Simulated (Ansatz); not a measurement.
# AlSi (quartet): one geometry, many settings at distance Si1–Al2 = 4.359 Å

Aim: run AlSi (quartet) at one geometry under a spread of methods and options, and see what each costs and gives.

Method: the settings change from run to run; program: Ansatz 0.2.0, Gaussian basis.

13 further runs of the same task are left out: 1 for a mislabelled method, 9 that didn't finish, 3 set aside as unsound or not needed.

**1. The geometry**

The geometry derives from a PBE0/def2-TZVP stationary point (not a proven minimum). One bond is set to the value named and the two fragments are kept rigid.

2 atoms, charge 0, spin multiplicity 4.

Atoms are counted from 1 here; the program's logs count them from 0.

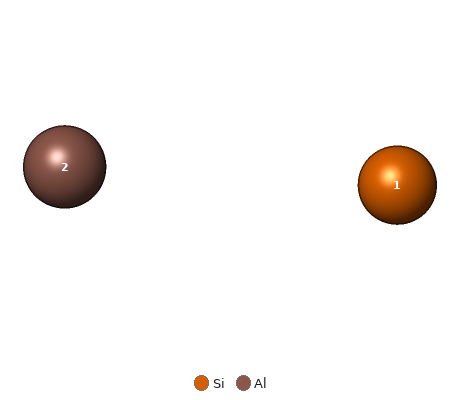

The structure; silicon orange, aluminium brown; atoms are numbered from 1 in the order of the file.

**2. HF/STO-3G**

The input, in.yaml:

```yaml
crystal:
  periodic: [false, false, false]
  atoms:
    - {symbol: Si, position_ang: [0.000000, 0.000000, 0.000000]}
    - {symbol: Al, position_ang: [0.000000, 0.000000, 4.359000]}
basis:
  gaussian: {orbitals: STO-3G}
magnetization: {spin_polarized: true, initial_magnetization: 3}
hamiltonian: {xc: hf}
scf: {lower_state_search: full}
output: {forces: true, orbitals: {seedname: orbitals}}
```

Launch:

```sh
ansatz run in.yaml --threads 1 --pin off --events-out ev --progress --plain --max-ram 2393MiB
```

Output:

```text
Functional definition: HF
  name "HF"
  cite "Fock, Z. Phys. 61, 126 (1930) doi:10.1007/BF01340294"
  parent pbe
  exchange = exact_x
  correlation = 0
179 factors; integrals over basis functions are off by at most 1.7e-5 eV
mean field evaluation 1: about -14264.4226 eV, gradient 5.1e0 eV
mean field evaluation 2: about -14264.4229 eV, gradient 5.1e0 eV
mean field evaluation 4: about -14265.2300 eV, gradient 2.0e0 eV
mean field evaluation 8: about -14265.2108 eV, gradient 1.0e-1 eV
mean field evaluation 16: about -14267.6468 eV, gradient 1.0e-3 eV
mean field evaluation 32: about -14267.6111 eV, gradient 3.6e-2 eV
mean field evaluation 64: about -14267.6110 eV, gradient 5.5e-7 eV
mean field evaluation 96: about -14265.2108 eV, gradient 3.8e-4 eV
mean field evaluation 128: about -14264.2548 eV, gradient 1.2e0 eV
mean field evaluation 160: about -14267.6308 eV, gradient 9.1e-1 eV
mean field -14267.64682291 eV, -524.3263497836 hartree, gradient 1.3e-6 eV, S^2 3.750024; 13 other end points of the search recorded, 0 dependent functions left out
the calculation of the forces begins
reference -14267.64682291 eV, -524.3263497836 hartree; 15, 12 occupied and 3, 6 virtual orbitals, 179 factors
Total energy: -14267.64682291 eV, -524.3263497836 hartree
Atom 0 at     0.000000     0.000000     0.000000 Å, force     0.000000     0.000000     0.142648 eV/Å
Atom 1 at     0.000000     0.000000     4.359000 Å, force    -0.000000     0.000000    -0.142648 eV/Å
Dipole moment:    -0.000000     0.000000     0.059638 e Å
```

Wall time 1.2 s (1 thread of AMD EPYC, shared host).

From the report: ⟨S²⟩ of the determinant 3.750 (pure quartet: 3.75).

**3. CASCI(7,6)/6-31G***

The input, in.yaml:

```yaml
crystal:
  periodic: [false, false, false]
  atoms:
    - {symbol: Si, position_ang: [0.000000, 0.000000, 0.000000]}
    - {symbol: Al, position_ang: [0.000000, 0.000000, 4.359000]}
basis:
  gaussian: {orbitals: "6-31G*"}
magnetization: {spin_polarized: false, initial_magnetization: 3}
correlation: {active_space: {window: {electrons: 7, orbitals: 6}, fixed_orbitals: true, states: [{multiplicity: 4, weights: [0.5, 1, 1]}, {multiplicity: 6, weights: [1]}]}}
```

Same command.

Output (excerpt; [...] marks lines left out):

```text
Functional definition: HF
  name "HF"
  cite "Fock, Z. Phys. 61, 126 (1930) doi:10.1007/BF01340294"
  parent pbe
[...]
554 factors; integrals over basis functions are off by at most 1.5e-7 eV
[...]
mean field -14440.83213309 eV, -530.6907925433 hartree, gradient 1.4e-6 eV, S^2 3.750000; 24 other end points of the search recorded, 0 dependent functions left out
reference -14440.83213309 eV, -530.6907925433 hartree; 15, 12 occupied and 23, 26 virtual orbitals, 554 factors
state -14440.98622199 eV, -530.6964552062 hartree
state -14440.58550112 eV, -530.6817289856 hartree
state -14437.53883980 eV, -530.5697662472 hartree
state -14437.63516460 eV, -530.5733061184 hartree
WARN: the results are in doubt because the space or a class takes a part of the degenerate orbitals at 0.4398 eV
Total energy: -14438.92931900 eV, -530.6208654155 hartree
In doubt: the space or a class takes a part of the degenerate orbitals at 0.4398 eV
```

It took 5.5 s on 1 thread of AMD EPYC, shared host.

From the report: 28 determinants; active occupations (of the averaged states) 2.00, 1.42, 1.00, 1.00, 0.86, 0.72. The program marks this result as in doubt; its last lines say why.

**4. CCSDT on ROHF/cc-pVDZ**

The input, in.yaml:

```yaml
crystal:
  periodic: [false, false, false]
  atoms:
    - {symbol: Si, position_ang: [0.000000, 0.000000, 0.000000]}
    - {symbol: Al, position_ang: [0.000000, 0.000000, 4.359000]}
basis:
  gaussian: {orbitals: cc-pVDZ}
magnetization: {spin_polarized: false, initial_magnetization: 3}
correlation: {method: ccsdt, electrons: outside_noble_gas}
output: {forces: true}
```

Same command.

Output (excerpt; [...] marks lines left out):

```text
Functional definition: HF
  name "HF"
  cite "Fock, Z. Phys. 61, 126 (1930) doi:10.1007/BF01340294"
  parent pbe
[...]
643 factors; integrals over basis functions are off by at most 1.2e-7 eV
[...]
mean field -14441.72906434 eV, -530.7237541589 hartree, gradient 8.6e-6 eV, S^2 3.750000; 22 other end points of the search recorded, 0 dependent functions left out
[...]
determinant -14441.72906434 eV, -530.7237541589 hartree, with singles and doubles -14444.96930799 eV, -530.8428309168 hartree
determinant -14441.58880417 eV, -530.7185996929 hartree, with singles and doubles -14444.82369443 eV, -530.8374797173 hartree
determinant -14441.54736020 eV, -530.7170766550 hartree, with singles and doubles -14444.77591818 eV, -530.8357239724 hartree
determinant -14441.49341477 eV, -530.7150941971 hartree, with singles and doubles -14444.72786407 eV, -530.8339580163 hartree
[...]
determinant -14441.35205498 eV, -530.7098993205 hartree, with singles and doubles -14444.60343230 eV, -530.8293852331 hartree
determinant -14440.92798279 eV, -530.6943149551 hartree, with no singles and doubles
[...]
10 core orbitals not correlated: weight in the atoms' cores, before any rotation towards them, 1.000 or more for the frozen orbitals, at most 0.000 for the correlated occupied ones
reference -14441.72906434 eV, -530.7237541589 hartree; 5, 2 occupied and 21, 24 virtual orbitals, 643 factors
second order -2.19813980 eV of doubles, -0.09719208 eV of singles
cycle   1  -2.93409941 eV  change   -6.4e-1 eV  update   8.6e-2
[...]
cycle  30  -3.37439384 eV  change   -5.7e-8 eV  update   6.3e-8
[...]
Total energy: -14445.10345818 eV, -530.8477608453 hartree
Atom 0 at     0.000000     0.000000     0.000000 Å, force     0.000000    -0.000000     0.470676 eV/Å
Atom 1 at     0.000000     0.000000     4.359000 Å, force     0.000000     0.000000    -0.470676 eV/Å
Dipole moment:     0.000000     0.000000     0.449764 e Å
```

Run time: 52 s. Hardware: 1 thread of AMD EPYC, shared host.

From the report: correlation -3.3744 eV; T1 0.060; largest double amplitude 0.26.

**5. CCSDT(Q)/B on ROHF/6-31++G****

The input, in.yaml:

```yaml
crystal:
  periodic: [false, false, false]
  atoms:
    - {symbol: Si, position_ang: [0.000000, 0.000000, 0.000000]}
    - {symbol: Al, position_ang: [0.000000, 0.000000, 4.359000]}
basis:
  gaussian: {orbitals: "6-31++G**", fitting: {mean_field: def2-universal-jkfit}}
magnetization: {spin_polarized: false, initial_magnetization: 3}
correlation: {method: ccsdt_q_b, electrons: outside_noble_gas}
accuracy: high
```

Launched as before.

Output (excerpt; [...] marks lines left out):

```text
Functional definition: HF
  name "HF"
  cite "Fock, Z. Phys. 61, 126 (1930) doi:10.1007/BF01340294"
  parent pbe
[...]
256 factors; integrals over basis functions are off by at most 3.6e-2 eV
[...]
mean field -14440.85428082 eV, -530.6916064574 hartree, gradient 1.1e-8 eV, S^2 3.750000; 25 other end points of the search recorded, 0 dependent functions left out
[...]
determinant -14440.85428082 eV, -530.6916064574 hartree, with singles and doubles -14443.79848191 eV, -530.7998038520 hartree
determinant -14440.71321588 eV, -530.6864224165 hartree, with singles and doubles -14443.63519415 eV, -530.7938031373 hartree
determinant -14440.66999315 eV, -530.6848340107 hartree, with singles and doubles -14443.58211721 eV, -530.7918525958 hartree
determinant -14440.62046915 eV, -530.6830140371 hartree, with singles and doubles -14443.53331166 eV, -530.7900590250 hartree
[...]
determinant -14440.62046915 eV, -530.6830140371 hartree, with singles and doubles -14443.53324732 eV, -530.7900566605 hartree
determinant -14440.48128796 eV, -530.6778992227 hartree, with singles and doubles -14443.42615476 eV, -530.7861210814 hartree
determinant -14440.10498934 eV, -530.6640705037 hartree, with singles and doubles -14443.62026644 eV, -530.7932545543 hartree
10 core orbitals not correlated: weight in the atoms' cores, before any rotation towards them, 1.000 or more for the frozen orbitals, at most 0.000 for the correlated occupied ones
reference -14440.85428082 eV, -530.6916064574 hartree; 5, 2 occupied and 31, 34 virtual orbitals, 256 factors
second order -2.02487067 eV of doubles, -0.07826258 eV of singles
cycle   1  -2.65686978 eV  change   -5.5e-1 eV  update   8.1e-2
[...]
cycle  49  -3.06924384 eV  change  -4.4e-10 eV  update  5.6e-10
perturbative correction -0.01751258 eV, -0.0006435753 hartree
Total energy: -14443.94103723 eV, -530.8050426635 hartree
```

It took 40 s on 1 thread of AMD EPYC, shared host.

From the report: correlation -3.0868 eV; T1 0.064; largest double amplitude 0.25.

**6. CCSD on UHF/def2-mTZVP**

The input, in.yaml:

```yaml
crystal:
  periodic: [false, false, false]
  atoms:
    - {symbol: Si, position_ang: [0.000000, 0.000000, 0.000000]}
    - {symbol: Al, position_ang: [0.000000, 0.000000, 4.359000]}
basis:
  gaussian: {orbitals: def2-mTZVP}
magnetization: {spin_polarized: true, initial_magnetization: 3}
correlation: {method: ccsd, electrons: outside_noble_gas, diis_vectors: 4}
accuracy: high
scf: {lower_state_search: full}
```

Launched as before.

Output (excerpt; [...] marks lines left out):

```text
Functional definition: HF
  name "HF"
  cite "Fock, Z. Phys. 61, 126 (1930) doi:10.1007/BF01340294"
  parent pbe
[...]
620 factors; integrals over basis functions are off by at most 8.2e-9 eV
[...]
mean field -14441.81673382 eV, -530.7269759527 hartree, gradient 5.4e-8 eV, S^2 3.760513; 41 other end points of the search recorded, 0 dependent functions left out
determinant -14441.81673382 eV, -530.7269759527 hartree, with singles and doubles -14444.42313890 eV, -530.8227595728 hartree
determinant -14441.67652901 eV, -530.7218235211 hartree, with singles and doubles -14444.25398478 eV, -530.8165432736 hartree
determinant -14441.63671945 eV, -530.7203605470 hartree, with singles and doubles -14444.19781262 eV, -530.8144789848 hartree
determinant -14441.59351296 eV, -530.7187727378 hartree, with singles and doubles -14444.15492154 eV, -530.8129027667 hartree
[...]
determinant -14441.63671945 eV, -530.7203605470 hartree, with singles and doubles -14444.19777386 eV, -530.8144775606 hartree
determinant -14441.59351296 eV, -530.7187727378 hartree, with singles and doubles -14444.15489519 eV, -530.8129017986 hartree
determinant -14441.44852863 eV, -530.7134446619 hartree, with singles and doubles -14444.02740016 eV, -530.8082164423 hartree
determinant -14440.96787892 eV, -530.6957811108 hartree, with singles and doubles -14444.27024521 eV, -530.8171408336 hartree
10 core orbitals not correlated: weight in the atoms' cores, before any rotation towards them, 1.000 or more for the frozen orbitals, at most 0.000 for the correlated occupied ones
reference -14441.81673382 eV, -530.7269759527 hartree; 5, 2 occupied and 29, 32 virtual orbitals, 620 factors
second order -1.82790763 eV of doubles, -0.00000000 eV of singles
cycle   1  -2.60834649 eV  change   -3.3e-6 eV  update   1.7e-6
[...]
cycle  18  -2.60834781 eV  change  -2.6e-11 eV  update  4.1e-10
Total energy: -14444.42508163 eV, -530.8228309669 hartree
```

It took 45 s on 1 thread of AMD EPYC, shared host.

From the report: ⟨S²⟩ of the determinant 3.761 (pure quartet: 3.75); correlation -2.6083 eV; T1 0.026; largest double amplitude 0.11.

**7. The runs in one table**

 † marks a result that the program doubts.

| level | correlated | functions | energy (eV) | time |
| --- | --- | --- | --- | --- |
| HF/STO-3G |  | 18 | -14267.6468 | 1.2 s |
| CASCI(7,6)/6-31G* (mean of several states) † |  | 38 | -14438.9293 | 5.5 s |
| CCSDT on ROHF/cc-pVDZ | outside noble gas | 36 | -14445.1035 | 52 s |
| CCSDT(Q)/B on ROHF/6-31++G** | outside noble gas | 46 | -14443.9410 | 40 s |
| CCSD on UHF/def2-mTZVP | outside noble gas | 44 | -14444.4251 | 45 s |

**8. Summary of results**

```
quantity                        value
    runs                            5
quickest             HF/STO-3G, 1.2 s
 slowest  CCSDT on ROHF/cc-pVDZ, 52 s
```

Total energies in different bases, with other cores or another treatment of relativity can't be set against each other. CCSDT on ROHF/cc-pVDZ took 42 times as long as HF/STO-3G; the jobs differ in more than the method.
